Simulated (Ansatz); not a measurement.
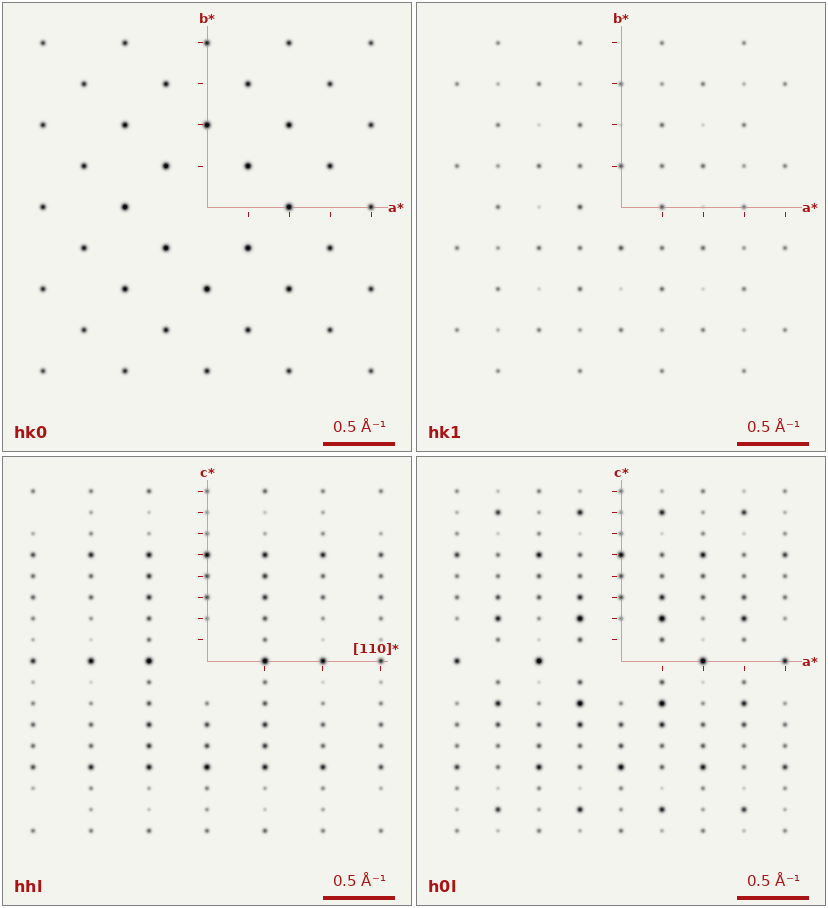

Simulated precession-type sections (X-rays; kinematic intensities, B = 0.5 Å²). The ticks mark integer indices of the conventional cell.

The compound is GaMoO. Structure: coordinates from a relaxation with Ansatz 0.2.0, DFT, PAW plane waves, pbe; the starting structure was generated, so it need not be a known form of this composition.

### What cell do the layers give?

a* = 0.291, b* = 0.291, c* = 0.151 Å⁻¹; the cell is tetragonal with a = 3.44 Å, c = 6.64 Å.

### List the systematic absences.

Reflections are present only under these conditions. hkl: no condition; hk0: h + k = 2n; h0l: no condition; hhl: no condition; h00: h = 2n; 00l: no condition. The lattice is primitive (P). A few very weak reflections are below the display threshold.

### Which space groups fit?

The intensities have Laue symmetry 4/mmm (the hk0 layer shows 4mm, hk1 shows 4mm). With these conditions only P4/nmm (No. 129) fits.
